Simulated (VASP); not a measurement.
# A VASP study of Sr2MoO4 (AM05): structure first, properties next, part 3 of 6

Aim: relax Sr2MoO4, then compute properties on the relaxed cell. The start is a computed cell from the Materials Project.

VASP 6.6.1; AM05, no spin polarisation; plane waves and PAW (Sr_sv, Mo_sv, O).

Still holding for the runs below: This run has no spin polarisation, although Mo can carry a moment.

So far. Step 3 (Second relaxation): It ends with a largest force of 0.008 eV/Å and a pressure of -0.02 GPa. The volume moved by under 0.01 %: the run met its threshold at the first step. Step 4 (Density, ELF and potential (AM05)): In this run the pressure is -0.02 GPa, small enough to go on. The relaxed cell has a = 3.883, c = 12.866 Å (conventional setting).

## Step 5: Band structure (AM05)

Levels along the symmetry lines show where the bands peak and cross; KPOINTS_OPT computes them in the converged potential.

INCAR reads:

```
SYSTEM = Sr2MoO4
PREC = Accurate
ENCUT = 520
EDIFF = 1E-06
NELM = 100
ISMEAR = 0
SIGMA = 0.05
LREAL = .FALSE.
ALGO = Normal
GGA = AM
NBANDS = 47
LASPH = .TRUE.
LORBIT = 11
LWAVE = .FALSE.
LCHARG = .FALSE.
KPAR = 4
```

POSCAR reads:

```
Sr2MoO4
1.0
    0.0000000000     -3.8831294035      0.0000000000
   -3.8831294035      0.0000000000      0.0000000000
    1.9415647018     -1.9415647018     -6.4330387376
Sr Mo O
2 1 4
Direct
    0.3510785313      0.6489214687      0.2978429373
    0.6489214687      0.3510785313      0.7021570627
    0.0000000000      0.0000000000      0.0000000000
    0.5000000000      0.0000000000      0.0000000000
    0.0000000000      0.5000000000      0.0000000000
    0.8370382558      0.1629617442      0.3259234884
    0.1629617442      0.8370382558      0.6740765116
```

KPOINTS reads:

```
Automatic mesh
0
Gamma
6 6 6
0 0 0
```

KPOINTS_OPT reads:

```
Line mode
12
Line-mode
Reciprocal
  0.00000000   0.00000000   0.00000000 GAMMA
 -0.50000000  -0.50000000   0.00000000 X

 -0.50000000  -0.50000000   0.00000000 X
 -0.45445493  -0.54554507   0.04554507 Y

 -0.45445493  -0.54554507   0.04554507 Y
  0.00000000  -0.54554507   0.27277254 S

  0.00000000  -0.54554507   0.27277254 S
  0.00000000   0.00000000   0.00000000 GAMMA

  0.00000000   0.00000000   0.00000000 GAMMA
  0.00000000   0.00000000  -0.50000000 Z

  0.00000000   0.00000000  -0.50000000 Z
  0.00000000  -0.45445493  -0.27277254 S1

  0.00000000  -0.45445493  -0.27277254 S1
  0.00000000  -0.50000000   0.00000000 N

  0.00000000  -0.50000000   0.00000000 N
 -0.50000000  -0.50000000  -0.25000000 P

 -0.50000000  -0.50000000  -0.25000000 P
 -0.45445493  -0.45445493  -0.50000000 Y1

 -0.45445493  -0.45445493  -0.50000000 Y1
  0.00000000   0.00000000  -0.50000000 Z

 -0.50000000  -0.50000000   0.00000000 X
 -0.50000000  -0.50000000  -0.25000000 P
```

PAW data sets: Sr_sv, Mo_sv and O (PBE family, release 64).

Started as:

```sh
$ mpirun -np 4 vasp_std
```

Output:

```text
[... set-up lines as in an earlier step ...]
 entering main loop
       N       E                     dE             d eps       ncg     rms          rms(c)
DAV:   1     0.401198029183E+03    0.40120E+03   -0.30837E+04  2820   0.122E+03
DAV:   2    -0.365121642048E+02   -0.43771E+03   -0.42135E+03  3442   0.329E+02
DAV:   3    -0.600479782537E+02   -0.23536E+02   -0.23310E+02  3929   0.694E+01
DAV:   4    -0.607695833267E+02   -0.72161E+00   -0.71860E+00  4086   0.838E+00
DAV:   5    -0.607749812970E+02   -0.53980E-02   -0.53975E-02  3471   0.807E-01    0.487E+01
DAV:   6    -0.533210255393E+02    0.74540E+01   -0.28696E+01  2932   0.283E+01    0.235E+01
DAV:   7    -0.528808947259E+02    0.44013E+00   -0.32179E+00  3093   0.104E+01    0.162E+01
DAV:   8    -0.527940090151E+02    0.86886E-01   -0.54022E-01  3229   0.468E+00    0.329E+00
DAV:   9    -0.527753779581E+02    0.18631E-01   -0.56378E-02  3363   0.129E+00    0.385E-01
DAV:  10    -0.527761997653E+02   -0.82181E-03   -0.52078E-03  3843   0.346E-01    0.232E-01
DAV:  11    -0.527771965896E+02   -0.99682E-03   -0.14156E-03  3031   0.163E-01    0.134E-01
DAV:  12    -0.527773439239E+02   -0.14733E-03   -0.22467E-04  3424   0.761E-02    0.255E-02
DAV:  13    -0.527773766713E+02   -0.32747E-04   -0.28035E-05  3374   0.253E-02    0.147E-02
DAV:  14    -0.527773851724E+02   -0.85011E-05   -0.10906E-05  3258   0.149E-02    0.446E-03
DAV:  15    -0.527773861810E+02   -0.10086E-05   -0.24821E-06  2816   0.635E-03    0.399E-03
DAV:  16    -0.527773861077E+02    0.73358E-07   -0.23402E-07  2473   0.267E-03
   1 F= -.52777386E+02 E0= -.52775359E+02  d E =-.405502E-02
 Start KPOINTS_OPT (optional k-point list driver)
k-point batch [1-30\132]
       N       E                     dE             ncg
DAV:   1    -0.485674462193E+04   -0.55289E+05     2820
DAV:   2    -0.176641979153E+05   -0.12807E+05     3294
DAV:   3    -0.183776420854E+05   -0.71344E+03     3952
DAV:   4    -0.183975659019E+05   -0.19924E+02     4037
DAV:   5    -0.183978243570E+05   -0.25846E+00     3517
DAV:   6    -0.183978280121E+05   -0.36551E-02     3629
DAV:   7    -0.183978280746E+05   -0.62530E-04     3193
DAV:   8    -0.183978280774E+05   -0.27751E-05     2526
DAV:   9    -0.183978280775E+05   -0.16286E-06     2080
[...]
k-point batch [121-132\132]
       N       E                     dE             ncg
DAV:   1     0.261952703963E+05   -0.27627E+05     1128
DAV:   2     0.210606566863E+05   -0.51346E+04     1329
DAV:   3     0.207720639403E+05   -0.28859E+03     1568
DAV:   4     0.207647859064E+05   -0.72780E+01     1624
DAV:   5     0.207646833068E+05   -0.10260E+00     1386
DAV:   6     0.207646822051E+05   -0.11017E-02     1362
DAV:   7     0.207646821589E+05   -0.46202E-04     1247
DAV:   8     0.207646821567E+05   -0.21751E-05     1058
DAV:   9     0.207646821566E+05   -0.97221E-07      807
```

Elapsed: 66 s, on 4 MPI ranks of Intel Xeon 6975P-C (Granite Rapids), shared host; peak memory 1.4 GiB.

Parts of OUTCAR (step 5):

```text
   k-points           NKPTS =     30   k-points in BZ     NKDIM =     30   number of bands    NBANDS=     47

   NELECT =      58.0000    total number of electrons

 E-fermi :   6.1274

 k-point     1 :       0.0000    0.0000    0.0000
  band No.  band energies     occupation
    ...
     27       3.0298      2.00000
     28       3.0298      2.00000
     29       4.2598      2.00000
     30       5.4246      2.00000
     31       5.4246      2.00000
     32       7.7944      0.00000
     33       8.4232      0.00000
     34       8.4686      0.00000
     35       9.1935      0.00000
     36       9.2959      0.00000
    ...

  Total       -0.0073815     -0.0073815     -0.0121319      0.0000000     -0.0000000      0.0000000
  in kB       -0.1219206     -0.1219206     -0.2003832      0.0000000     -0.0000000      0.0000000
  external PRESSURE =      -0.1480748 kB  Pullay stress =       0.0000000 kB

 POSITION                                       TOTAL-FORCE (eV/Angst)
 -----------------------------------------------------------------------------------
     -1.94156     -1.94156     -1.91604        -0.000000      0.000000      0.006809
      0.00000     -3.88313     -4.51700         0.000000     -0.000000     -0.006809
      0.00000      0.00000      0.00000        -0.000000      0.000000      0.000000
      0.00000     -1.94156      0.00000         0.000000      0.000000      0.000000
     -1.94156      0.00000      0.00000         0.000000      0.000000      0.000000
      0.00000     -3.88313     -2.09668         0.000000     -0.000000     -0.007772
     -1.94156     -1.94156     -4.33636        -0.000000      0.000000      0.007772
 -----------------------------------------------------------------------------------
    total drift:                                0.000000     -0.000000     -0.000000

  FREE ENERGIE OF THE ION-ELECTRON SYSTEM (eV)
  ---------------------------------------------------
  free  energy   TOTEN  =       -52.7773861077 eV

  energy  without entropy=      -52.7733310907  energy(sigma->0) =      -52.77535860

[... 8 parts as in an earlier step ...]

[... 8 further parts left out ...]
```

Spin-orbit coupling is off here; it would split degenerate levels. The cell is typed on its shortest vectors, so the axes of tensors and the coordinates of k-points follow the printed cell and not the standard setting.

Numbers from this step:

| Item | Value |
| --- | --- |
| bands | 47 |
| Fermi energy | 6.127 eV |
| pressure | -0.01481 GPa |

Electronic bands along the path, in eV, zero at the Fermi level; # counts the bands kept, so #1 is VASP's band 17:

```tsv
point	#10	#11	#12	#13	#14	#15	#16	#17
Γ	-3.13	-3.10	-3.10	-1.87	-0.70	-0.70	1.67	2.30
X	-3.57	-3.36	-2.91	1.38	1.62	2.07	2.69	4.03
Y	-3.57	-3.42	-2.91	1.32	1.57	1.99	2.73	3.99
S	-3.67	-3.62	-3.36	-0.28	0.95	1.28	2.90	3.82
Γ	-3.13	-3.10	-3.10	-1.87	-0.70	-0.70	1.67	2.30
Z	-3.82	-3.30	-3.30	-1.86	-0.24	-0.24	1.53	2.36
S1	-3.67	-3.62	-3.36	-0.28	0.95	1.28	2.90	3.82
N	-3.67	-3.46	-3.43	-0.30	1.01	1.30	2.96	3.92
P	-3.57	-3.10	-3.10	1.46	1.46	2.08	3.28	3.28
Y1	-3.57	-3.42	-2.91	1.32	1.57	1.99	2.73	3.99
Z	-3.82	-3.30	-3.30	-1.86	-0.24	-0.24	1.53	2.36
jump to X	-3.57	-3.36	-2.91	1.38	1.62	2.07	2.69	4.03
P	-3.57	-3.10	-3.10	1.46	1.46	2.08	3.28	3.28
```

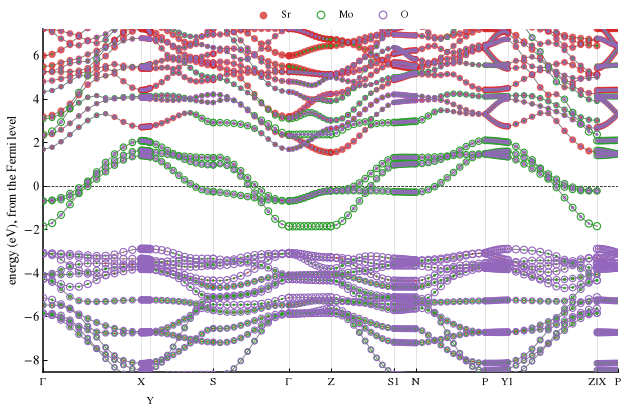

Electronic bands along the path; dots are coloured as in the legend, and their area grows with the weight.

There is no gap at this level.

## Step 6: Density of states (AM05)

A density of states needs more k-points than a total energy; ISMEAR = -5 takes tetrahedra, and LORBIT projects the states on the PAW spheres. The mesh is finer than in the run before.

Changes to INCAR since step 5:

```diff
@@ -5,3 +5,3 @@
 NELM = 100
-ISMEAR = 0
+ISMEAR = -5
 SIGMA = 0.05
@@ -16 +16,2 @@
 KPAR = 4
+NEDOS = 2001
```

POSCAR is that of step 5.

KPOINTS reads:

```
Automatic mesh
0
Gamma
9 9 9
0 0 0
```

Started as:

```sh
$ mpirun -np 4 vasp_std
```

Output:

```text
[... set-up lines as in an earlier step ...]
 entering main loop
       N       E                     dE             d eps       ncg     rms          rms(c)
DAV:   1     0.405480401693E+03    0.40548E+03   -0.30829E+04  7050   0.122E+03
DAV:   2    -0.358209883603E+02   -0.44130E+03   -0.42402E+03  8342   0.330E+02
DAV:   3    -0.601291099125E+02   -0.24308E+02   -0.24056E+02  9873   0.710E+01
DAV:   4    -0.607727070579E+02   -0.64360E+00   -0.64072E+00 10190   0.834E+00
DAV:   5    -0.607774758148E+02   -0.47688E-02   -0.47549E-02  8642   0.775E-01    0.487E+01
DAV:   6    -0.532965343931E+02    0.74809E+01   -0.28172E+01  7288   0.283E+01    0.236E+01
DAV:   7    -0.528721717059E+02    0.42436E+00   -0.31530E+00  7757   0.103E+01    0.161E+01
DAV:   8    -0.527877610706E+02    0.84411E-01   -0.52710E-01  8070   0.461E+00    0.315E+00
DAV:   9    -0.527703108377E+02    0.17450E-01   -0.54288E-02  8357   0.125E+00    0.377E-01
DAV:  10    -0.527712762514E+02   -0.96541E-03   -0.55142E-03  9552   0.354E-01    0.225E-01
DAV:  11    -0.527722235476E+02   -0.94730E-03   -0.12648E-03  7627   0.156E-01    0.137E-01
DAV:  12    -0.527723957617E+02   -0.17221E-03   -0.24622E-04  8586   0.792E-02    0.243E-02
DAV:  13    -0.527724237999E+02   -0.28038E-04   -0.26177E-05  8670   0.243E-02    0.142E-02
DAV:  14    -0.527724315841E+02   -0.77842E-05   -0.13423E-05  7919   0.166E-02    0.329E-03
DAV:  15    -0.527724327949E+02   -0.12108E-05   -0.20821E-06  7222   0.568E-03    0.339E-03
DAV:  16    -0.527724330432E+02   -0.24830E-06   -0.23881E-07  6063   0.256E-03
   1 F= -.52772433E+02 E0= -.52772433E+02  d E =0.000000E+00
 -----------------------------------------------------------------------------
|                                                                             |
|           W    W    AA    RRRRR   N    N  II  N    N   GGGG   !!!           |
|           W    W   A  A   R    R  NN   N  II  NN   N  G    G  !!!           |
|           W    W  A    A  R    R  N N  N  II  N N  N  G       !!!           |
|           W WW W  AAAAAA  RRRRR   N  N N  II  N  N N  G  GGG   !            |
|           WW  WW  A    A  R   R   N   NN  II  N   NN  G    G                |
|           W    W  A    A  R    R  N    N  II  N    N   GGGG   !!!           |
|                                                                             |
|     Tetrahedron method does not include variations of the Fermi             |
|     occupations, so forces and stress will be inaccurate. We suggest        |
|     using a different smearing scheme ISMEAR = 1 or 2 for metals in         |
|     relaxations.                                                            |
|                                                                             |
 -----------------------------------------------------------------------------
```

The job ended after 53 s (4 MPI ranks; peak memory 1.6 GiB).

From OUTCAR (step 6):

```text
   k-points           NKPTS =     75   k-points in BZ     NKDIM =     75   number of bands    NBANDS=     47

   NELECT =      58.0000    total number of electrons

 E-fermi :   6.1737

 k-point     1 :       0.0000    0.0000    0.0000
  band No.  band energies     occupation
    ...
     27       3.0327      2.00000
     28       3.0327      2.00000
     29       4.3011      2.00000
     30       5.4305      2.00000
     31       5.4305      2.00000
     32       7.7925      0.00000
     33       8.4203      0.00000
     34       8.5073      0.00000
     35       9.1958      0.00000
     36       9.2911      0.00000
    ...

  Total        0.0816686      0.0816686     -0.0349703      0.0000000     -0.0000000      0.0000000
  in kB        1.3489182      1.3489182     -0.5776042      0.0000000     -0.0000000      0.0000000
  external PRESSURE =       0.7067441 kB  Pullay stress =       0.0000000 kB

 POSITION                                       TOTAL-FORCE (eV/Angst)
 -----------------------------------------------------------------------------------
     -1.94156     -1.94156     -1.91604        -0.000000      0.000000      0.044809
      0.00000     -3.88313     -4.51700         0.000000     -0.000000     -0.044809
      0.00000      0.00000      0.00000        -0.000000      0.000000      0.000000
      0.00000     -1.94156      0.00000        -0.000000      0.000000      0.000000
     -1.94156      0.00000      0.00000         0.000000      0.000000      0.000000
      0.00000     -3.88313     -2.09668         0.000000     -0.000000     -0.029869
     -1.94156     -1.94156     -4.33636        -0.000000      0.000000      0.029869
 -----------------------------------------------------------------------------------
    total drift:                                0.000000     -0.000000     -0.000000

  FREE ENERGIE OF THE ION-ELECTRON SYSTEM (eV)
  ---------------------------------------------------
  free  energy   TOTEN  =       -52.7724330432 eV

  energy  without entropy=      -52.7724330432  energy(sigma->0) =      -52.77243304

[... 6 parts as in an earlier step ...]

[... 10 further parts left out ...]
```

With tetrahedra the forces and stress of a metal are not exact derivatives of the energy.

This step gave:

| Item | Value |
| --- | --- |
| irreducible k-points | 75 |
| free energy (TOTEN) | -52.7724 eV |
| Fermi energy | 6.174 eV |
| pressure | 0.07067 GPa |
| DOS at the Fermi level | 2.387 states/eV/cell |

The density of states has structure finer than the step of the table below, so its rows give means over 1 eV, whole bins alone (the curve runs from -12.0 to 4.84 eV). Peaks (eV: height): total -5.4: 14.8, -3.7: 12.0, -3.3: 11.4, 4.1: 7.35; O p -5.4: 7.62, -4.2: 3.90, -3.7: 7.44, -3.3: 7.66; Mo d -0.3: 2.70, 0.9: 2.35, 1.2: 2.67, 4.1: 2.18; Sr d -3.7: 0.282, 3.3: 1.26, 3.8: 1.52, 4.1: 1.61; Sr p -6.8: 0.131, -5.4: 0.278, -3.7: 0.239, -3.4: 0.140.

States under -12.0 eV and over 4.8 eV are left out. Density of states against energy, zero at the Fermi level; means over each step; values in states/eV/cell:

```tsv
energy (eV)	total	O p	Mo d	Sr d	Sr p	O s	Mo s
-10	0	0	0	0	0	0	0
-9	0.619	0.317	0.230	7.2e-4	8.4e-4	0.00113	0.0340
-8	1.59	0.779	0.400	0.00847	0.0183	0.00622	0.0726
-7	3.69	1.73	0.683	0.0422	0.0621	0.0106	0.0344
-6	3.64	1.92	0.431	0.0597	0.0577	0.0155	0.0240
-5	4.03	2.30	0.348	0.0677	0.0536	0.0307	0.101
-4	7.16	4.23	0.172	0.183	0.119	0.0126	0.00466
-3	3.25	2.16	0.0157	0.0505	0.0394	0.00226	1.3e-4
-2	0.0437	0.00223	0.0336	5.2e-4	0	0	0
-1	0.479	0.0609	0.322	0.0114	3.8e-4	1.6e-4	1.8e-5
0	2.57	0.416	1.66	0.0490	0.00732	0.00312	1.0e-4
1	2.66	0.476	1.73	0.0547	0.00993	0.00433	1.8e-4
2	0.639	0.0607	0.200	0.0940	0.00513	0.0171	6.4e-4
3	2.99	0.271	0.803	0.566	0.0392	0.133	0.00735
4	4.07	0.528	0.762	1.09	0.0519	0.119	0.0297
```

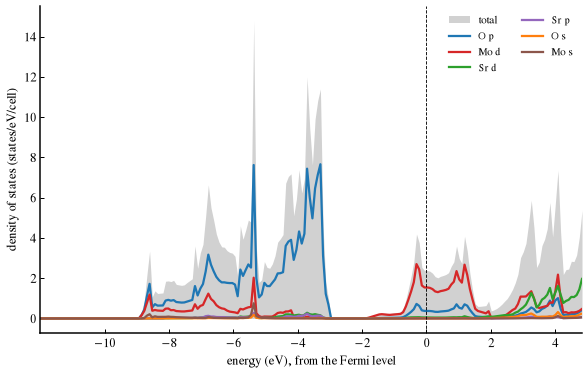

Density of states, plotted against energy.

The finer mesh and the other smearing move the Fermi level by +0.05 eV from the 6×6×6 run, a small shift, which tests the Fermi level alone. Of the states within 0.3 eV of the Fermi level, the largest shares in the PAW spheres are Mo d 65 % and O p 16 %. The rest lies in smaller channels or between the spheres.

(Part 3 of 6 ends here.)

[Lines on the potential files, build, host, timing and source positions are cut from VASP's logs without a mark.]

[Logs are printed without paths, hosts, clocks, repeated set-up lines and the standing remarks that a program may print on its own settings, such as how far it seeks lower states.]

[Hosts, paths, dates, database ids (printed as entryN), source tags and the programs' standing remarks are cut or masked in the printed files.]

[A measured line is paired with the nearest computed mode of its activity, which favours agreement.]
